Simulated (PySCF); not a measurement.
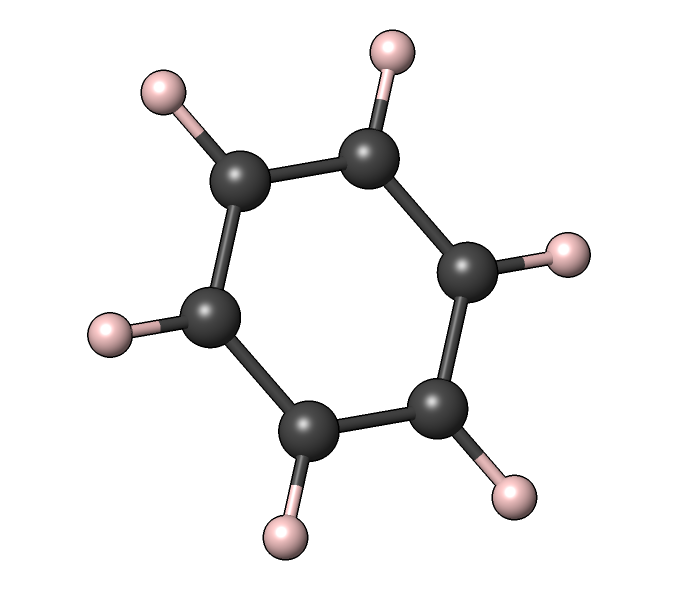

Rendered structure (ball-and-stick style). Colours: carbon dark grey, hydrogen pink.

Computed geometry: GFN2-xTB optimisation. No frequency run is at hand to confirm it as a minimum.

Description:

It has 12 atoms: 6 carbon and 6 hydrogen (C₆H₆). As SMILES it reads `c1ccccc1`. Independent rings (smallest set): 1 of 6 members, 1 of them aromatic. This geometry has D6h symmetry. All atoms lie on one plane. Coordination: 6 C trigonal planar.

The parts below concern this one geometry. Atoms keep their numbers from picture to picture.

Geometry

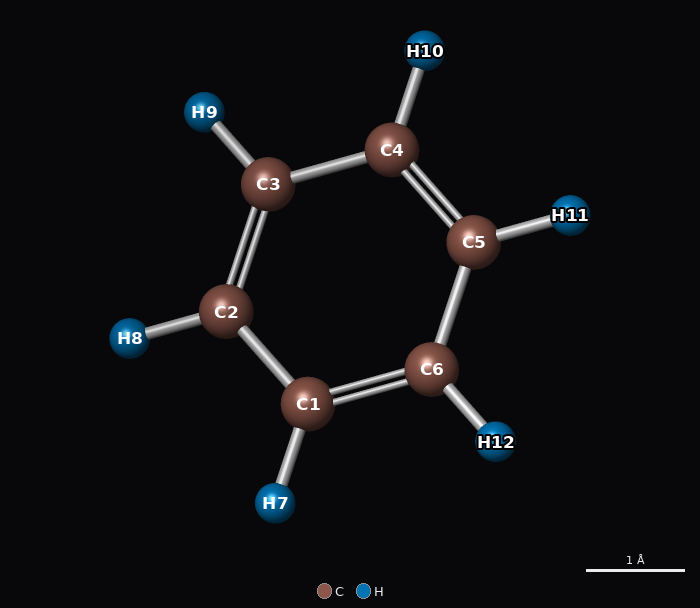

The atoms are numbered. No frequency run is at hand to confirm it as a minimum.

Estimate the angles C2–C1–C6, C2–C1–H7.

| angle | degrees |
| --- | --- |
| C2–C1–C6 | 120.0 |
| C2–C1–H7 | 120.0 |

Charges

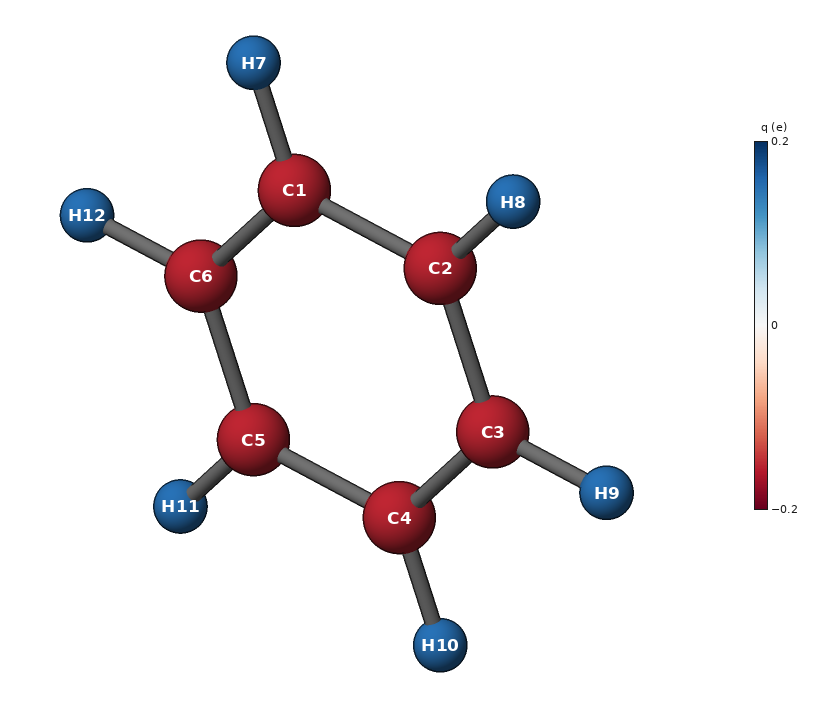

Atoms are coloured by their IAO charges. No frequency run is at hand to confirm it as a minimum. Properties computed with PBE0/pcSseg-1, gas phase (PySCF 2.14.0).

Give the IAO charges atom by atom.

| atom | value (e) |
| --- | --- |
| C1 | −0.15 |
| C2 | −0.15 |
| C3 | −0.15 |
| C4 | −0.15 |
| C5 | −0.15 |
| C6 | −0.15 |
| H7 | 0.15 |
| H8 | 0.15 |
| H9 | 0.15 |
| H10 | 0.15 |
| H11 | 0.15 |
| H12 | 0.15 |

Electronic properties

No frequency run is at hand to confirm it as a minimum. Method: PBE0/pcSseg-1, gas phase (PySCF 2.14.0).

Give the LUMO energy (Kohn–Sham orbital) at this level.

−0.15 eV.

Give the HOMO energy (Kohn–Sham orbital) at this level.

−7.36 eV.

NMR shielding

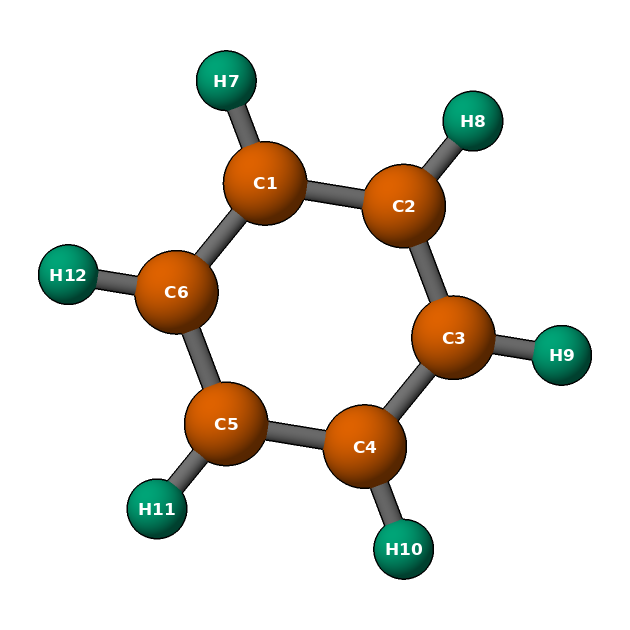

No frequency run is at hand to confirm it as a minimum. Method: GIAO PBE0/pcSseg-1 NMR shielding, non-relativistic, gas phase (PySCF 2.14.0). Principal shieldings σ11 ≤ σ22 ≤ σ33, span Ω = σ33 − σ11, skew κ = 3(σiso − σ22)/Ω.

Give the shielding tensors of the C atoms.

| atom | σ11 | σ22 | σ33 | σiso | Ω | κ |
| --- | --- | --- | --- | --- | --- | --- |
| C1, C2, C3… | −59.3 | 39.3 | 179.0 | 53.0 | 238.3 | 0.17 |

Shieldings and span in ppm.

Ring current

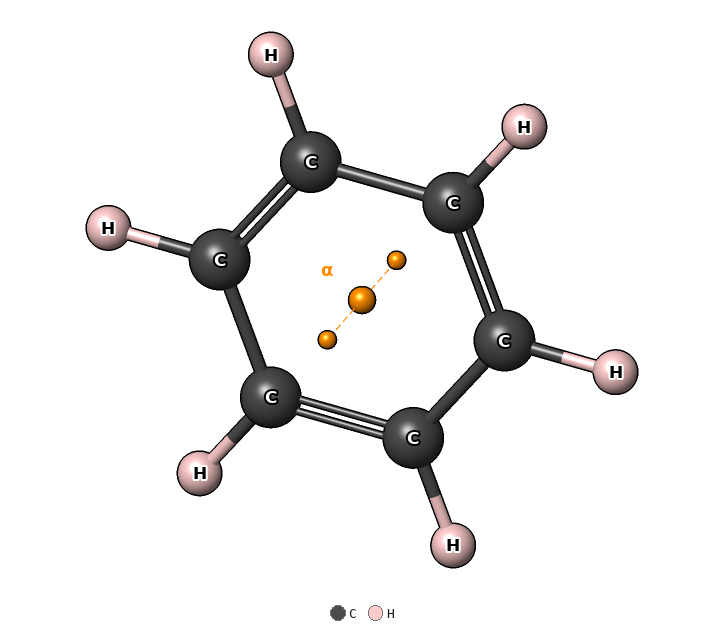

The small points mark where nucleus-independent chemical shifts (NICS) were computed: at the centre of each lettered ring and 1 Å above and below it. No frequency run is at hand to confirm it as a minimum. Level of theory: GIAO PBE0/pcSseg-1 NMR shielding, non-relativistic, gas phase (PySCF 2.14.0).

Give NICS(0), NICS(1) and the out-of-plane component NICS(1)zz for each ring (means of the two sides).

```json
{"ring": "α", "members": "C6", "NICS(0)": "−8.6", "NICS(1)": "−11.5", "NICS(1)zz": "−29.9"}
```

Values in ppm.

What do the values say about the ring currents?

Ring α: diatropic, as in an aromatic ring. NICS is one index among several.
